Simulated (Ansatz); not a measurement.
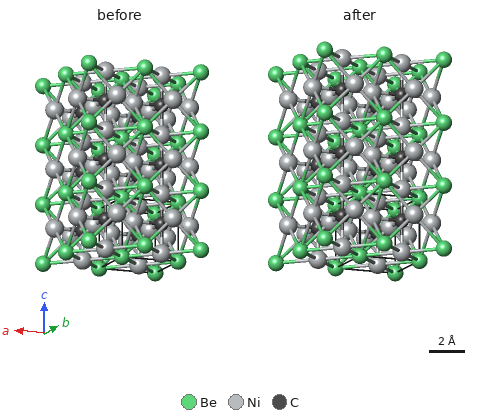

The structure of a crystal of BeNi$_{3}$C (built on the cubic perovskite type) (coarse preliminary run) before (left) and after (right) a relaxation, at one scale.

Style: ball-and-stick. Shown: the cell of the calculation, repeated 2 × 2 × 3 with one cell outlined, from a free direction.

Case: cubic perovskite type (Pm-3m, No. 221).

The calculation used DFT PBE, scalar-relativistic, plane waves, PAW (Ansatz).

The input:
```yaml
crystal:
  lattice:
    - [3.4767020045, 0.0, 0.0]
    - [0.0, 3.4767020045, 0.0]
    - [0.0, 0.0, 3.4767020045]
  atoms:
    - { symbol: Be, position: [0.0, 0.0, 0.0] }
    - { symbol: Ni, position: [0.0, 0.5, 0.5] }
    - { symbol: Ni, position: [0.5, 0.0, 0.5] }
    - { symbol: Ni, position: [0.5, 0.5, 0.0] }
    - { symbol: C, position: [0.5, 0.5, 0.5] }
basis:
  ecutwfc: 420
kpoints:
  mp_grid: { grid: [6, 6, 6] }
hamiltonian:
  xc: pbe
scf:
  occupations: { method: gaussian, width: 0.1 }
  lower_state_search: "off"
output:
  forces: true
  stress: true
  eigenvalues: true
relax:
  adjacent_minimum: "off"
  f_tol: 0.04
  max_steps: 70
  cell: { stress_tol: 0.4 }
```

Command:
```bash
ansatz run input.yaml --threads 1 --pin off --max-ram 2560MiB --backend cpu --events-out ev --progress --plain --runs-dir out
```

> Summarise the run.

The atoms keep their places relative to the cell (all moves are under 0.005 Å). Cell: a = b = c 3.477 → 3.695 Å (+6.3 %). Volume +20.1 %. Near-neighbour distances that change, for instance: Be1–Ni2 2.458 → 2.613 Å, Ni2–Ni3 2.458 → 2.613 Å, Ni2–C5 1.738 → 1.848 Å. The space group stays Pm-3m (No. 221). Over 5 accepted moves (7 points after the start) the energy falls by 1.247 eV per cell of the calculation. All forces vanish by symmetry, so only the cell relaxes. The pressure goes from 55.68 to 0.07 GPa. The SCF was repeated twice at an unchanged geometry on a basis and grid sized afresh for the cell, which shifted the energy by 28.1 meV per cell of the calculation at most. Cost: 19 s on 1 thread of Arm Neoverse V2, with other jobs on the host, peak memory 0.33 GiB.

Limits of the set-up: an element that often carries a moment was run without spin polarisation.
